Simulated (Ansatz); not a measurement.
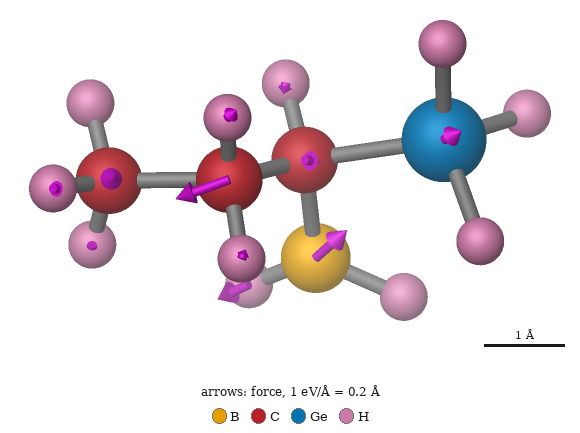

Starting geometry of C3H11BGe with the computed forces as purple arrows. Style: ball-and-stick. Shown from a free direction.

The run prepares an end point of a later path (torsion) calculation, from a guessed geometry.

Method: RKS B3LYP-D4/def2-SVP in Ansatz. (no spin polarisation; force threshold 0.015 eV/Å; at most 40 steps)

Is this structure relaxed? If not, where do the atoms go?

Answer. It isn't relaxed: the largest force vector, on a C atom, is 3.65 eV/Å. The final displacements have little in common with the starting forces (cosine between the two patterns −0.10). An H atom moves most after the best rigid fit: 1.47 Å. By element the largest moves are H 1.47 Å, C 0.16 Å, Ge 0.12 Å, B 0.11 Å. Among the contacts that change: C–Ge 1.919 → 2.025 Å, B–H 1.116 → 1.210 Å, B–C 1.606 → 1.534 Å, C–C 1.597 → 1.531 Å. Among the angles between lasting bonds that change: B–C–Ge 105.8° → 98.5°, C–C–H 102.4° → 109.1°, B–C–C 114.2° → 119.2°. Groups turn about B–C by about 85°. Over 18 geometry steps the energy falls by 0.828 eV. The largest force component goes from 3 to 0.011 eV/Å.
